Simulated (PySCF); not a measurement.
# Run report: C$_{6}$H$_{9}$O$_{3}$ (charge −1), excited-state calculation

The run: excited-state calculation of C$_{6}$H$_{9}$O$_{3}$, charge −1. Method and program: TDDFT PBE0/def2-SVPD, vertical, gas phase, core orbitals frozen in the response (PySCF 2.14.0).

The geometry comes from this level: GFN2-xTB.

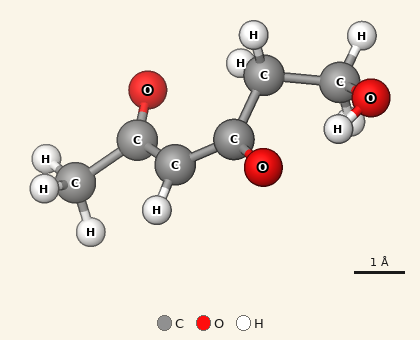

Figure 1. The structure (ball-and-stick view, seen at a tilt). Bond lengths as drawn: C–C 1.40 to 1.54 Å, C–H 1.09 to 1.11 Å, C–O 1.24 to 1.41 Å and H–O 1.00 Å.

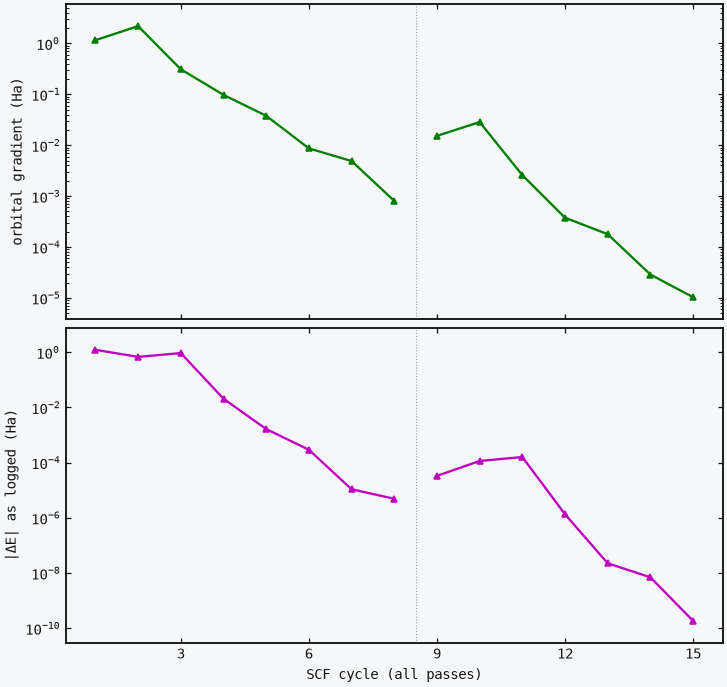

Figure 2. Convergence of the self-consistent field: orbital gradient and size of the energy change against the SCF cycle. The dotted line marks the change from a coarse to the final integration grid. The first 8 cycles use a coarse grid, the final grid takes over at cycle 9, and the field converges after 15 cycles in all.

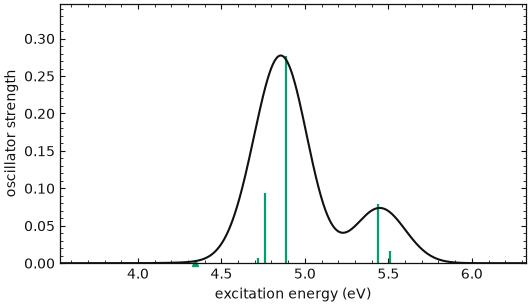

Figure 3. Computed excitations as sticks (degenerate states added up, dark ones marked on the axis), with a Gaussian envelope of 0.35 eV full width at half maximum, scaled to the tallest. Of the 6 states the lowest lies at 4.34 eV (f = 0.001); the strongest line is at 4.88 eV, or 254 nm (f = 0.277).

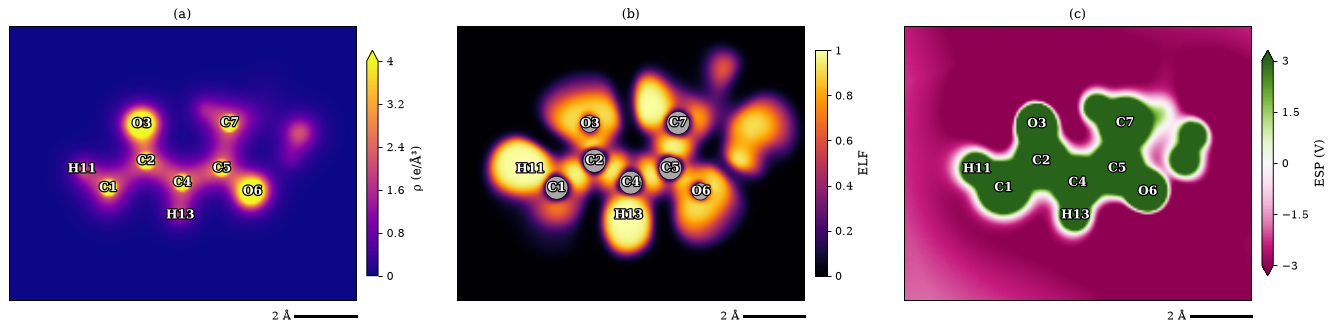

Figure 4. (a) total electron density; (b) ELF; (c) electrostatic potential on the plane of atoms C2, C1 and H11. Grey discs, where drawn, cover atomic cores. Atoms in the plane: C, O and H. C–C (1.53 Å): ρ at the midpoint is about 1.7 e/Å³; the ELF peaks at about 0.95 between the atoms (a covalent bond).

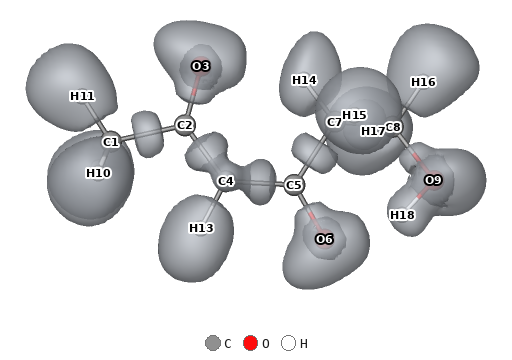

Figure 5. Isosurface of the ELF at 0.75 (grey), seen face on. Core shells and regions of very low density are left out. Profiles from the grid: C–O (1.24 Å): the ELF peaks at about 0.90 between the atoms (a double or triple bond). C–C (1.40 Å): the ELF peaks at about 0.95 between the atoms (localised, shared-pair bonding).

The input and output of the run follow.

### Input
```
{"job": {"kind": "uv", "xc": "PBE0", "basis": "def2-SVPD", "nstates": 6, "ntriplets": 2}, "charge": -1, "multiplicity": 1}
C      3.174571    -0.493034    -0.401945
C      1.731992    -0.182743     0.041248
O      1.482261    -0.207106     1.257604
C      0.862269     0.089494    -1.026979
C     -0.499268     0.400625    -0.999048
O     -1.167303     0.607704    -2.047110
C     -1.219322     0.508743     0.343627
C     -2.576883    -0.194378     0.278623
O     -3.401624     0.334111    -0.729106
H      3.564479     0.315970    -1.017422
H      3.809264    -0.616652     0.474078
H      3.192867    -1.411593    -0.987223
H      1.298279     0.046126    -2.019640
H     -0.598653     0.084661     1.129928
H     -1.382974     1.570562     0.554296
H     -3.114145    -0.089822     1.232153
H     -2.413711    -1.273123     0.102294
H     -2.750859     0.516772    -1.461795
```

The first line tells a small driver script what to run in PySCF; the rest is the geometry in Å.

Run as:
```bash
OMP_NUM_THREADS=1 python <driver script> task.json out
```

### The program's output
```
coarse grid: 15360 points
cycle   1  E = -458.6042442481  dE =  1.226e+00  |g| = 1.155e+00  |ddm| = 6.916e+00
cycle   2  E = -457.9246969990  dE =  6.795e-01  |g| = 2.181e+00  |ddm| = 8.764e+00
cycle   3  E = -458.8591245614  dE = -9.344e-01  |g| = 3.097e-01  |ddm| = 7.711e+00
cycle   4  E = -458.8798094510  dE = -2.068e-02  |g| = 9.749e-02  |ddm| = 6.754e-01
cycle   5  E = -458.8814529779  dE = -1.644e-03  |g| = 3.786e-02  |ddm| = 1.860e-01
cycle   6  E = -458.8817458226  dE = -2.928e-04  |g| = 8.660e-03  |ddm| = 7.146e-02
cycle   7  E = -458.8817566448  dE = -1.082e-05  |g| = 4.891e-03  |ddm| = 2.186e-02
cycle   8  E = -458.8817615413  dE = -4.897e-06  |g| = 8.068e-04  |ddm| = 7.877e-03
final grid: 149224 points
cycle   9  E = -458.9631975639  dE = -3.308e-05  |g| = 1.526e-02  |ddm| = 2.204e-01
cycle  10  E = -458.9630829968  dE =  1.146e-04  |g| = 2.849e-02  |ddm| = 5.804e-02
cycle  11  E = -458.9632426236  dE = -1.596e-04  |g| = 2.586e-03  |ddm| = 4.047e-02
cycle  12  E = -458.9632439676  dE = -1.344e-06  |g| = 3.771e-04  |ddm| = 4.439e-03
cycle  13  E = -458.9632439901  dE = -2.248e-08  |g| = 1.791e-04  |ddm| = 8.434e-04
cycle  14  E = -458.9632439971  dE = -6.975e-09  |g| = 2.889e-05  |ddm| = 3.452e-04
cycle  15  E = -458.9632439973  dE = -1.839e-10  |g| = 1.038e-05  |ddm| = 9.893e-05
converged SCF energy = -458.9632439973

Static polarisability (au): isotropic 99.718, principal 69.688 94.122 135.345

Singlet excitations
state   eV       nm        f      main configurations
  1   4.3447    285.4   0.00100   H-1->L 0.93
  2   4.7166    262.9   0.00701   H-2->L 0.88
  3   4.7606    260.4   0.09392   H->L+1 0.56, H->L 0.34
  4   4.8843    253.8   0.27743   H->L 0.57, H->L+1 0.38
  5   5.4374    228.0   0.07877   H->L+2 0.81, H-1->L+1 0.13
  6   5.5116    225.0   0.01671   H-1->L+1 0.75, H->L+2 0.13

Triplet excitations (Tamm-Dancoff, eV): 3.1818 3.9883
```

### Summary

```json
{"quantity": "outcome", "value": "converged"}
{"quantity": "total energy", "value": "−458.963244 hartree"}
{"quantity": "HOMO", "value": "−1.71 eV"}
{"quantity": "LUMO", "value": "3.67 eV"}
{"quantity": "mean polarisability", "value": "99.72 a.u."}
{"quantity": "lowest singlet excitation", "value": "4.34 eV"}
{"quantity": "hardware", "value": "1 CPU thread, shared host"}
{"quantity": "wall time", "value": "59 s"}
{"quantity": "peak memory", "value": "1.1 GiB"}
```
